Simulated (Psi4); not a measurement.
Run report: CH4ClSi (charge −1), single-point calculation (part 1 of 2)

CH4ClSi, charge −1, multiplicity 3, SMILES C[SiH-]Cl, computed with B3LYP/6-311+G**, UKS (Psi4 1.11).

The geometry is that of the parent species in another charge or spin state. The geometry comes from this level: GFN2-xTB.

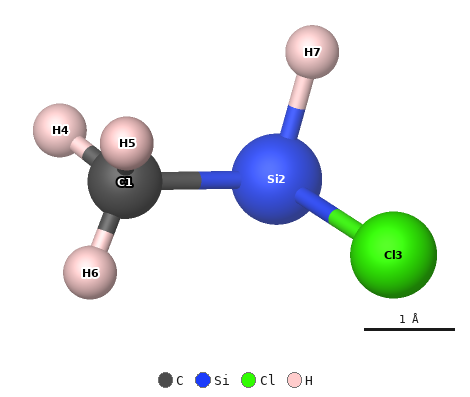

Fig. 1: The input geometry (ball-and-stick view, seen at a tilt; atoms are numbered from 1 in the order of the input). Bond lengths as drawn: Cl–Si 2.29 Å, C–H 1.09 Å, C–Si 1.92 Å and H–Si 1.50 Å.

Input (ch4clsi.py):
```python
import psi4

psi4.set_memory('1600 MB')
psi4.set_num_threads(1)
psi4.set_output_file('output.dat', False)

m = psi4.geometry("""
-1 3
C     -0.597270     0.454470    -0.324430
Si     1.150300    -0.340110    -0.314080
Cl     0.626590    -2.308040     0.742940
H     -0.507860     1.506690    -0.611350
H     -1.117910     0.415410     0.636800
H     -1.246630    -0.021250    -1.061570
H      1.692770     0.292840     0.931680
symmetry c1
""")

psi4.set_options({
    'basis': '6-311+G**',
    'reference': 'uks',
    'puream': True,
    'e_convergence': 1e-09,
    'd_convergence': 1e-08,
    'scf_type': 'pk',
    'dft_radial_points': 99,
    'dft_spherical_points': 590,
    'maxiter': 200,
})

e, wfn = psi4.energy('b3lyp', molecule=m, return_wfn=True)
psi4.oeprop(wfn, 'MAYER_INDICES', 'DIPOLE', 'WIBERG_LOWDIN_INDICES')
print(f'total energy {e:.8f} hartree = {e * 27.211386:.5f} eV')
for k, v in sorted(psi4.core.scalar_variables().items()):
    print(f'{k:45s} {v:18.10f}')
```

Hardware: 1 thread of Intel Xeon Gold (Sapphire Rapids), 64 GiB of memory available, shared host.

Command:
```bash
python ch4clsi.py
```

The program's output:
```
Psi4 1.11 release

   => Loading Basis Set <=

    Name: 6-311+G**
    Role: ORBITAL
    Keyword: BASIS

         ---------------------------------------------------------
                                   SCF
                              UKS Reference
                        1 Threads,   1525 MiB Core
         ---------------------------------------------------------

  ==> Geometry <==

    Molecular point group: c1
    Full point group: C1

    Geometry (in Angstrom), charge = -1, multiplicity = 3:

       Center              X                  Y                   Z               Mass
    ------------   -----------------  -----------------  -----------------  -----------------
         C           -1.176386013545     1.499839722672    -0.491495548492    12.000000000000
         SI           0.571183986455     0.705259722672    -0.481145548492    27.976926534650
         CL           0.047473986455    -1.262670277328     0.575874451508    34.968852682000
         H           -1.086976013545     2.552059722672    -0.778415548492     1.007825032230
         H           -1.697026013545     1.460779722672     0.469734451508     1.007825032230
         H           -1.825746013545     1.024119722672    -1.228635548492     1.007825032230
         H            1.113653986455     1.338209722672     0.764614451508     1.007825032230

  Running in c1 symmetry.

  Rotational constants: A =      0.47478  B =      0.12506  C =      0.10340 [cm^-1]
  Rotational constants: A =  14233.56680  B =   3749.30122  C =   3099.72075 [MHz]
  Nuclear repulsion =  130.656704715982897

  Charge       = -1
  Multiplicity = 3
  Electrons    = 42
  Nalpha       = 22
  Nbeta        = 20

  ==> Algorithm <==

  SCF Algorithm Type is PK.
  DIIS enabled.
  MOM disabled.
  Fractional occupation disabled.
  Guess Type is SAD.
  Energy threshold   = 1.00e-09
  Density threshold  = 1.00e-08
  Integral threshold = 1.00e-12

  ==> Primary Basis <==

  Basis Set: 6-311+G**
    Blend: 6-311+G**
    Number of shells: 54
    Number of basis functions: 106
    Number of Cartesian functions: 109
    Spherical Harmonics?: true
    Max angular momentum: 2

  ==> DFT Potential <==

   => LibXC <=

    Version 7.1.2

   => Composite Functional: B3LYP <=

    B3LYP Hyb-GGA Exchange-Correlation Functional

    Deriv               =              1
    GGA                 =           TRUE
    Meta                =          FALSE

    Exchange Hybrid     =           TRUE
    MP2 Hybrid          =          FALSE

   => Exchange Functionals <=

    0.0800   Slater exchange
    0.7200         Becke 88

   => Exact (HF) Exchange <=

    0.2000               HF

   => Correlation Functionals <=

    0.1900   Vosko, Wilk & Nusair (VWN5_RPA)
    0.8100   Lee, Yang & Parr

   => LibXC Density Thresholds  <==

    XC_HYB_GGA_XC_B3LYP:  1.00E-15

   => Molecular Quadrature <=

    Radial Scheme          =       TREUTLER
    Pruning Scheme         =           NONE
    Nuclear Scheme         =       TREUTLER

    Blocking Scheme        =         OCTREE
    BS radius alpha        =              1
    Pruning alpha          =              1
    Radial Points          =             99
    Spherical Points       =            590
    Total Points           =         392320
    Total Blocks           =           2828
    Max Points             =            256
    Max Functions          =            102
    Weights Tolerance      =       1.00E-15

  ==> Integral Setup <==

  Using in-core PK algorithm.
   Calculation information:
      Number of atoms:                   7
      Number of AO shells:              54
      Number of primitives:             94
      Number of atomic orbitals:       109
      Number of basis functions:       106

      Integral cutoff                 1.00e-12
      Number of threads:                 1

  Performing in-core PK
  Using 32165912 doubles for integral storage.
  We computed 947332 shell quartets total.
  Whereas there are 1103355 unique shell quartets.

  ==> DiskJK: Disk-Based J/K Matrices <==

    J tasked:                  Yes
    K tasked:                  Yes
    wK tasked:                  No
    Memory [MiB]:              963
    Schwarz Cutoff:          1E-12

  Cached 16.7% of DFT collocation blocks in 0.148 [GiB].

  Minimum eigenvalue in the overlap matrix is 8.8028754006E-04.
  Reciprocal condition number of the overlap matrix is 1.1007978832E-04.
    Using symmetric orthogonalization.

  ==> Pre-Iterations <==

  SCF Guess: Superposition of Atomic Densities via on-the-fly atomic UHF (no occupation information).

   -------------------------
    Irrep   Nso     Nmo
   -------------------------
     A        106     106
   -------------------------
    Total     106     106
   -------------------------

  ==> Iterations <==

                        Total Energy        Delta E     RMS |[F,P]|

   @UKS iter SAD:  -789.66328835692696   -7.89663e+02   0.00000e+00
   @UKS iter   1:  -789.78916611829573   -1.25878e-01   8.80182e-03 DIIS/ADIIS
   @UKS iter   2:  -789.05559358217283    7.33573e-01   1.21291e-02 DIIS/ADIIS
   @UKS iter   3:  -790.23319073218534   -1.17760e+00   1.13294e-03 DIIS/ADIIS
   @UKS iter   4:  -790.24317506721479   -9.98434e-03   5.92597e-04 DIIS/ADIIS
   @UKS iter   5:  -790.24522359756384   -2.04853e-03   2.46491e-04 DIIS/ADIIS
   @UKS iter   6:  -790.24568368622272   -4.60089e-04   6.35725e-05 DIIS
   @UKS iter   7:  -790.24577238115148   -8.86949e-05   2.78240e-05 DIIS
   @UKS iter   8:  -790.24580601030198   -3.36292e-05   1.20892e-05 DIIS
   @UKS iter   9:  -790.24581898080260   -1.29705e-05   8.91582e-06 DIIS
   @UKS iter  10:  -790.24582689735439   -7.91655e-06   3.03246e-06 DIIS
   @UKS iter  11:  -790.24582975611804   -2.85876e-06   1.42965e-06 DIIS
   @UKS iter  12:  -790.24583014927066   -3.93153e-07   4.06842e-07 DIIS
   @UKS iter  13:  -790.24583017492375   -2.56531e-08   1.82580e-07 DIIS
   @UKS iter  14:  -790.24583017957127   -4.64752e-09   8.43959e-08 DIIS
   @UKS iter  15:  -790.24583018049839   -9.27116e-10   2.46504e-08 DIIS
   @UKS iter  16:  -790.24583018055648   -5.80940e-11   7.92910e-09 DIIS
  Energy and wave function converged.

  ==> Post-Iterations <==

   Electrons on quadrature grid:
      Nalpha   =   22.0000030701 ; deviation = 3.070e-06
      Nbeta    =   20.0000004861 ; deviation = 4.861e-07
      Ntotal   =   42.0000035562 ; deviation = 3.556e-06

   @Spin Contamination Metric:   1.898669525E-03
   @S^2 Expected:                2.000000000E+00
   @S^2 Observed:                2.001898670E+00
   @S   Expected:                1.000000000E+00
   @S   Observed:                1.000000000E+00

    Orbital Energies [Eh]
    ---------------------

    Alpha Occupied:

       1A   -101.347787     2A    -65.965147     3A    -10.013070
       4A     -9.262203     5A     -7.023999     6A     -7.019216
       7A     -7.018303     8A     -5.133219     9A     -3.494554
      10A     -3.491866    11A     -3.488984    12A     -0.623448
      13A     -0.553328    14A     -0.344464    15A     -0.267124
      16A     -0.262958    17A     -0.187840    18A     -0.184211
      19A     -0.151239    20A     -0.130995    21A     -0.086459
      22A      0.071573

    Alpha Virtual:

      23A      0.114331    24A      0.135574    25A      0.147343
      26A      0.161520    27A      0.162714    28A      0.179915
      29A      0.187941    30A      0.195742    31A      0.206262
      32A      0.215848    33A      0.235551    34A      0.242673
      35A      0.267494    36A      0.281636    37A      0.301537
      38A      0.319482    39A      0.389486    40A      0.402767
      41A      0.408518    42A      0.445020    43A      0.507931
      44A      0.509400    45A      0.553445    46A      0.582378
      47A      0.597849    48A      0.628299    49A      0.670352
      50A      0.699546    51A      0.721362    52A      0.752546
      53A      0.760306    54A      0.794626    55A      0.802396
      56A      0.856903    57A      0.871456    58A      0.971805
      59A      1.025881    60A      1.059758    61A      1.064466
      62A      1.072899    63A      1.082373    64A      1.090619
      65A      1.211796    66A      1.238960    67A      1.298786
      68A      1.382205    69A      1.430171    70A      1.499025
      71A      1.602576    72A      1.627048    73A      1.695021
      74A      1.727146    75A      1.736170    76A      1.814856
      77A      1.873205    78A      1.876242    79A      2.149277
      80A      2.193697    81A      2.326475    82A      2.330640
      83A      2.443030    84A      2.457740    85A      2.509358
      86A      2.566377    87A      2.639278    88A      2.659539
      89A      2.668704    90A      2.679328    91A      2.802698
      92A      2.941913    93A      3.280290    94A      3.884041
      95A      3.892872    96A      5.694395    97A      9.858763
      98A     11.490964    99A     11.514641   100A     11.550126
     101A     24.075450   102A     26.015661   103A     26.064910
     104A     26.229656   105A    141.111272   106A    215.842580

    Beta Occupied:

       1A   -101.346204     2A    -65.960050     3A    -10.011402
       4A     -9.260569     5A     -7.020780     6A     -7.017239
       7A     -7.017159     8A     -5.127302     9A     -3.486683
      10A     -3.485047    11A     -3.482953    12A     -0.614114
      13A     -0.547716    14A     -0.318926    15A     -0.261679
      16A     -0.258701    17A     -0.174878    18A     -0.171971
      19A     -0.139516    20A     -0.125527

    Beta Virtual:

      21A      0.024337    22A      0.116599    23A      0.132754
      24A      0.143362    25A      0.152112    26A      0.168484
      27A      0.178841    28A      0.185061    29A      0.191151
      30A      0.206998    31A      0.210051    32A      0.227367
      33A      0.244070    34A      0.245869    35A      0.269866
      36A      0.287499    37A      0.311462    38A      0.321048
      39A      0.393791    40A      0.412859    41A      0.432850
      42A      0.457835    43A      0.514363    44A      0.520713
      45A      0.569769    46A      0.591259    47A      0.608566
      48A      0.638765    49A      0.673525    50A      0.711301
      51A      0.732237    52A      0.758396    53A      0.783848
      54A      0.811510    55A      0.827970    56A      0.861034
      57A      0.897639    58A      0.986421    59A      1.037040
      60A      1.066186    61A      1.074185    62A      1.084751
      63A      1.089069    64A      1.097383    65A      1.218787
      66A      1.245390    67A      1.310634    68A      1.406756
      69A      1.447102    70A      1.515886    71A      1.604349
      72A      1.638958    73A      1.709776    74A      1.730291
      75A      1.741420    76A      1.820988    77A      1.877788
      78A      1.881632    79A      2.160440    80A      2.199301
      81A      2.330020    82A      2.333855    83A      2.447690
      84A      2.461328    85A      2.515639    86A      2.569706
      87A      2.642691    88A      2.662622    89A      2.671471
      90A      2.680964    91A      2.815978    92A      2.944733
      93A      3.286936    94A      3.886368    95A      3.895727
      96A      5.707307    97A      9.861583    98A     11.502475
      99A     11.523812   100A     11.556281   101A     24.077337
     102A     26.018415   103A     26.067058   104A     26.232701
     105A    141.116718   106A    215.844135

    Final Occupation by Irrep:
              A
    DOCC [    20 ]
    SOCC [     2 ]
    NA   [    22 ]
    NB   [    20 ]

  @UKS Final Energy:  -790.24583018055648

   => Energetics <=
```
